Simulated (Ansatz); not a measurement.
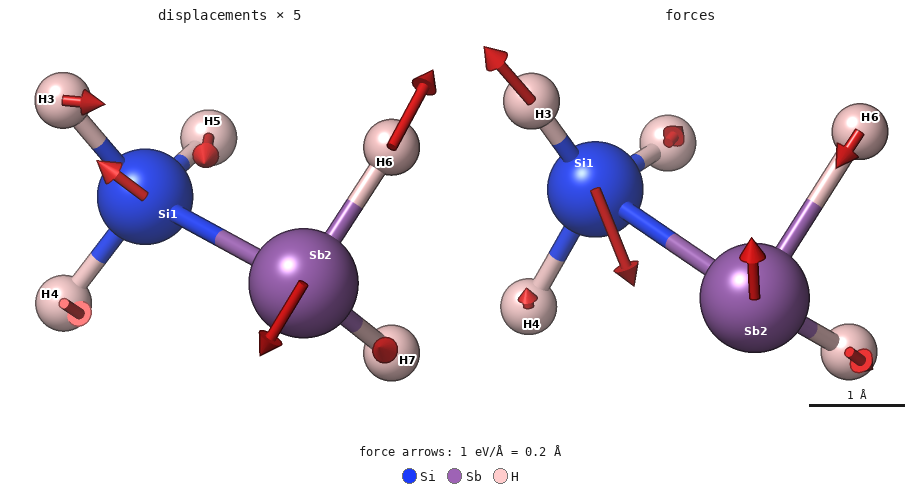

Left: SiSbH₅, with red arrows for the displacements applied to it. Right: the displaced structure with the computed forces. The picture is a ball-and-stick view, seen at a tilt.

The calculation used RHF-CCSD(T), frozen core/def2-TZVPP (Ansatz 0.2.0). 

**Where do the forces point?**

All atoms are moved at random (σ = 0.12 Å) from the PBE0-D4/def2-TZVP minimum. The energy rises by 130.6 kJ/mol. The largest force is 5.8 eV/Å, on Si1. The forces point partly back along the displacements (cosine −0.69). At other levels of theory the same distortion costs 127.2 kJ/mol (RKS PBE-D4/def2-TZVPP), 130.1 kJ/mol (RKS r2SCAN-D4/def2-TZVPP), 131.9 kJ/mol (RKS PBE0-D4/def2-TZVPP), 131.8 kJ/mol (RKS wB97M-V/def2-TZVPP). Among the bonded contacts that change: Sb2–H6 1.708 → 2.077 Å, Si1–H3 1.487 → 1.313 Å, Sb2–H7 1.709 → 1.571 Å, Si1–H5 1.485 → 1.403 Å. Bond angles that change, for instance: H3–Si1–H4 108.6° → 121.9°, Sb2–Si1–H4 108.6° → 101.2°.
